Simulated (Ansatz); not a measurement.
```yaml
atoms:
  - { symbol: C, position_ang: [-1.0348, -0.5475, 0.1801] }
  - { symbol: B, position_ang: [0.1569, -0.6197, -0.6131] }
  - { symbol: Cu, position_ang: [0.1449, 0.7643, 0.8212] }
```

Geometry: BLYP-D3(BJ)/def2-SVP.

These are results of Ansatz, isolated molecule in a Gaussian basis; Kohn-Sham density functional theory, functional PBE0, not measurements.

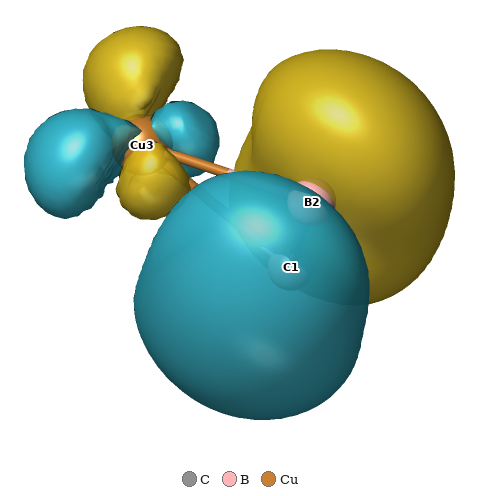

CBCu (SMILES [B]1=[C+][Cu-]1). The HOMO at ±0.1 Å⁻³ᐟ² (yellow and cyan are the two phases), seen at an oblique angle.

**Where does this orbital lie, and at what energy?**

By Hirshfeld shares it lies mainly on C1 (about 45 %), B2 (about 30 %) and Cu3 (about 25 %); it changes sign across the molecular plane (π type); π-bonding across C1–B2, C1–Cu3 and B2–Cu3. Its energy is −6.43 eV.
